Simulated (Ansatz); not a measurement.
**SiAsH2 (quartet): RPA-PBE over vertical spin and charge gaps, cc-pVTZ**

Aim: run SiAsH2 (quartet) with these functionals over vertical spin and charge gaps, and hold them against the top wave-function level at the same points.

Computed with Ansatz 0.2.0, Gaussian basis. Level: cc-pVTZ, all electrons in the functionals, frozen cores in the correlation of double hybrids and RPA.

The runs, in order: RPA-PBE, at charge 0, quartet; charge 0, doublet; charge 0, sextet; charge 1, triplet; charge 1, quintet.

7 further runs of the same task are left out: 2 for a known fault of the program, 5 set aside as unsound or not needed. Runs told in other sessions of the task aren't counted.

## 1. The geometry

The geometry is a PBE0/def2-TZVP stationary point (not a proven minimum). No spin-orbit coupling is included. The filled d shell of As may be among the frozen orbitals whatever the setting's name suggests.

4 atoms, charge 0, spin multiplicity 4.

Atoms are counted from 1 here; the program's logs count them from 0.

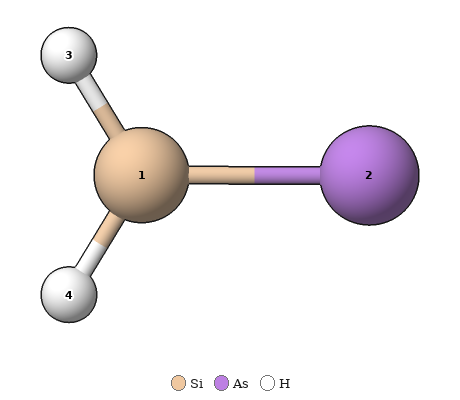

The structure; silicon light orange, arsenic purple, hydrogen white; atoms are numbered from 1 in the order of the file.

No dispersion term is added.

The geometry shown and the zero of energy belong to the point charge 0, quartet. The yardstick, UCCSDT(Q), and other wave-function levels (R restricted, U unrestricted, valence and pair active spaces) come from earlier runs.

## 2. RPA-PBE, charge 0, quartet

Input file in.yaml:

```yaml
crystal:
  periodic: [false, false, false]
  atoms:
    - {symbol: Si, position_ang: [0.000000, 0.000000, 1.696441]}
    - {symbol: As, position_ang: [0.000000, 0.000000, -0.702186]}
    - {symbol: H, position_ang: [0.000000, 1.264239, 2.462181]}
    - {symbol: H, position_ang: [0.000000, -1.264239, 2.462181]}
basis:
  gaussian: {orbitals: cc-pVTZ}
magnetization: {spin_polarized: true, initial_magnetization: 3}
hamiltonian: {xc: {name: PBE}}
correlation: {method: rpa, electrons: outside_noble_gas}
```

Command:

```bash
ansatz run in.yaml --threads 2 --pin off --events-out ev --progress --plain --max-ram 24576MiB --backend cuda --devices 0, --max-vram 18GiB
```

What it wrote:

```text
Functional definition: PBE
  name "PBE"
  cite "Perdew, Burke & Ernzerhof, Phys. Rev. Lett. 77, 3865 (1996) doi:10.1103/PhysRevLett.77.3865"
  parent pbe
  parameter kappa = 0.804
  parameter beta = 0.06672455060314922
  exchange = pbe_x(kappa = kappa, mu = beta*pi^2/3)
  correlation = pbe_c(beta = beta)
644 factors; integrals over basis functions are off by at most 1.1e-3 eV
mean field evaluation 1: about -68735.6098 eV, gradient 1.3e1 eV
mean field evaluation 2: about -68735.6030 eV, gradient 1.3e1 eV
mean field evaluation 4: about -68736.5875 eV, gradient 3.7e0 eV
mean field evaluation 8: about -68736.6946 eV, gradient 1.7e-2 eV
mean field evaluation 16: about -68736.6947 eV, gradient 3.9e-6 eV
mean field -68736.69465062 eV, -2526.0269370054 hartree, gradient 2.9e-6 eV, S^2 3.757983; 0 other end points of the search recorded, 0 dependent functions left out
19 core orbitals not correlated: weight in the atoms' cores, before any rotation towards them, 1.000 or more for the frozen orbitals, at most 0.000 for the correlated occupied ones
reference -68688.63362957 eV, -2524.2607270587 hartree; 7, 4 occupied and 79, 82 virtual orbitals, 644 factors
Total energy: -68699.62051537 eV, -2524.6644876646 hartree
```

Run time: 4.4 s. Hardware: 1 × H100 (card shared with other runs) with 2 threads of AMD EPYC 7R13, shared host; peak host memory 0.86 GiB.

From the report: ⟨S²⟩ of the determinant 3.758 (pure quartet: 3.75).

## 3. RPA-PBE, charge 0, doublet

Changes to in.yaml since step 2:

```diff
@@ -9,3 +9,3 @@
   gaussian: {orbitals: cc-pVTZ}
-magnetization: {spin_polarized: true, initial_magnetization: 3}
+magnetization: {spin_polarized: true, initial_magnetization: 1}
 hamiltonian: {xc: {name: PBE}}
```

Launched as before.

What it wrote, shortened:

```text
Functional definition: PBE
  name "PBE"
  cite "Perdew, Burke & Ernzerhof, Phys. Rev. Lett. 77, 3865 (1996) doi:10.1103/PhysRevLett.77.3865"
  parent pbe
[...]
644 factors; integrals over basis functions are off by at most 1.1e-3 eV
[...]
mean field -68737.97507912 eV, -2526.0739918849 hartree, gradient 2.5e-6 eV, S^2 0.821312; 7 other end points of the search recorded, 0 dependent functions left out
19 core orbitals not correlated: weight in the atoms' cores, before any rotation towards them, 1.000 or more for the frozen orbitals, at most 0.000 for the correlated occupied ones
reference -68688.80613869 eV, -2524.2670666519 hartree; 6, 5 occupied and 80, 81 virtual orbitals, 644 factors
Total energy: -68700.90212640 eV, -2524.7115860011 hartree
```

It took 4.1 s on 1 × H100 (card shared with other runs) with 2 threads of AMD EPYC 7R13, shared host; peak host memory 0.86 GiB.

From the report: ⟨S²⟩ of the determinant 0.821 (pure doublet: 0.75).

From charge 0, quartet: -29.6 kcal/mol.

## 4. RPA-PBE, charge 0, sextet

Changes to in.yaml since step 3:

```diff
@@ -9,3 +9,3 @@
   gaussian: {orbitals: cc-pVTZ}
-magnetization: {spin_polarized: true, initial_magnetization: 1}
+magnetization: {spin_polarized: true, initial_magnetization: 5}
 hamiltonian: {xc: {name: PBE}}
```

Launched as before.

What it wrote, shortened:

```text
Functional definition: PBE
  name "PBE"
  cite "Perdew, Burke & Ernzerhof, Phys. Rev. Lett. 77, 3865 (1996) doi:10.1103/PhysRevLett.77.3865"
  parent pbe
[...]
644 factors; integrals over basis functions are off by at most 1.1e-3 eV
[...]
mean field -68731.98145758 eV, -2525.8537303558 hartree, gradient 1.6e-6 eV, S^2 8.753148; 3 other end points of the search recorded, 0 dependent functions left out
19 core orbitals not correlated: weight in the atoms' cores, before any rotation towards them, 1.000 or more for the frozen orbitals, at most 0.000 for the correlated occupied ones
reference -68684.34328066 eV, -2524.1030596443 hartree; 8, 3 occupied and 78, 83 virtual orbitals, 644 factors
Total energy: -68694.83123462 eV, -2524.4884848432 hartree
```

Wall time 4 s (1 × H100 (card shared with other runs) with 2 threads of AMD EPYC 7R13, shared host); peak host memory 0.86 GiB.

From the report: ⟨S²⟩ of the determinant 8.753 (pure sextet: 8.75).

From charge 0, quartet: +110.4 kcal/mol.

## 5. RPA-PBE, charge 1, triplet

Changes to in.yaml since step 4:

```diff
@@ -9,3 +9,4 @@
   gaussian: {orbitals: cc-pVTZ}
-magnetization: {spin_polarized: true, initial_magnetization: 5}
+total_charge: 1
+magnetization: {spin_polarized: true, initial_magnetization: 2}
 hamiltonian: {xc: {name: PBE}}
```

Same command.

What it wrote, shortened:

```text
Functional definition: PBE
  name "PBE"
  cite "Perdew, Burke & Ernzerhof, Phys. Rev. Lett. 77, 3865 (1996) doi:10.1103/PhysRevLett.77.3865"
  parent pbe
[...]
644 factors; integrals over basis functions are off by at most 1.1e-3 eV
[...]
mean field -68729.74885539 eV, -2525.7716837386 hartree, gradient 6.9e-6 eV, S^2 2.003547; 4 other end points of the search recorded, 0 dependent functions left out
19 core orbitals not correlated: weight in the atoms' cores, before any rotation towards them, 1.000 or more for the frozen orbitals, at most 0.000 for the correlated occupied ones
reference -68681.95080894 eV, -2524.0151379301 hartree; 6, 4 occupied and 80, 82 virtual orbitals, 644 factors
Total energy: -68692.51529593 eV, -2524.4033756663 hartree
```

Wall time 7.5 s (1 × H100 (card shared with other runs) with 2 threads of AMD EPYC 7R13, shared host); peak host memory 0.86 GiB.

From the report: ⟨S²⟩ of the determinant 2.004 (pure triplet: 2.00).

From charge 0, quartet: +163.9 kcal/mol.

## 6. RPA-PBE, charge 1, quintet

Changes to in.yaml since step 5:

```diff
@@ -10,3 +10,3 @@
 total_charge: 1
-magnetization: {spin_polarized: true, initial_magnetization: 2}
+magnetization: {spin_polarized: true, initial_magnetization: 4}
 hamiltonian: {xc: {name: PBE}}
```

Same command.

What it wrote, shortened:

```text
Functional definition: PBE
  name "PBE"
  cite "Perdew, Burke & Ernzerhof, Phys. Rev. Lett. 77, 3865 (1996) doi:10.1103/PhysRevLett.77.3865"
  parent pbe
[...]
644 factors; integrals over basis functions are off by at most 1.1e-3 eV
[...]
mean field -68726.62471021 eV, -2525.6568735207 hartree, gradient 3.3e-6 eV, S^2 6.004082; 3 other end points of the search recorded, 0 dependent functions left out
19 core orbitals not correlated: weight in the atoms' cores, before any rotation towards them, 1.000 or more for the frozen orbitals, at most 0.000 for the correlated occupied ones
reference -68679.46216000 eV, -2523.9236817685 hartree; 7, 3 occupied and 79, 83 virtual orbitals, 644 factors
Total energy: -68689.38364411 eV, -2524.2882895844 hartree
```

Run time: 4 s. Hardware: 1 × H100 (card shared with other runs) with 2 threads of AMD EPYC 7R13, shared host; peak host memory 0.86 GiB.

From the report: ⟨S²⟩ of the determinant 6.004 (pure quintet: 6.00).

From charge 0, quartet: +236.1 kcal/mol.

## 7. Against the wave-function levels

The yardstick is UCCSDT(Q), where the cluster series has nearly closed. It comes from earlier runs at the same points. Energies in kcal/mol, counted from charge 0, quartet; blanks weren't run or aren't comparable.

| level | quartet to doublet | quartet to sextet | ionisation to the triplet cation | ionisation to the quintet cation |
| --- | --- | --- | --- | --- |
| UCCSDT(Q) | -30.0 |  | 160.0 | 230.3 |
| RPA-PBE | -29.6 | 110.4 | 163.9 | 236.1 |

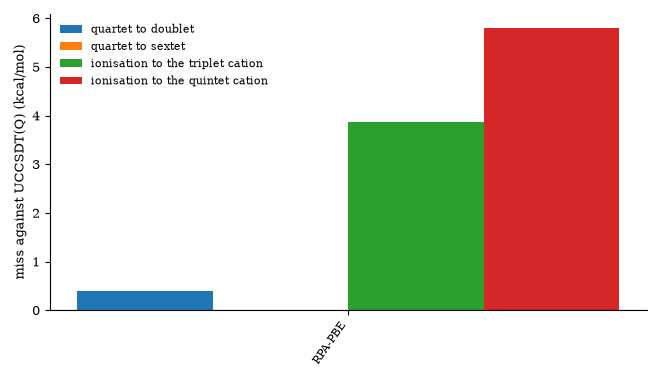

Misses of the gaps against UCCSDT(Q).

Largest miss and mean time a point (UCCSDT(Q) took 22 s a point; shared hosts):

| level | largest miss (kcal/mol) | where | time a point |
| --- | --- | --- | --- |
| RPA-PBE | +5.8 | ionisation to the quintet cation | 4.8 s |

## 8. Results

```
                                   quantity                                             value
              quartet to doublet, UCCSDT(Q)                                    -30.0 kcal/mol
ionisation to the triplet cation, UCCSDT(Q)                                    160.0 kcal/mol
ionisation to the quintet cation, UCCSDT(Q)                                    230.3 kcal/mol
                      largest miss, RPA-PBE  +5.8 kcal/mol (ionisation to the quintet cation)
```

**Reading.** Misses are known at 3 of 4 points at best, and only functionals with that many are ranked. RPA-PBE strays by up to 5.8 kcal/mol, at ionisation to the quintet cation. Functionals and the yardstick converge differently with the basis, so part of each miss in cc-pVTZ is the basis.
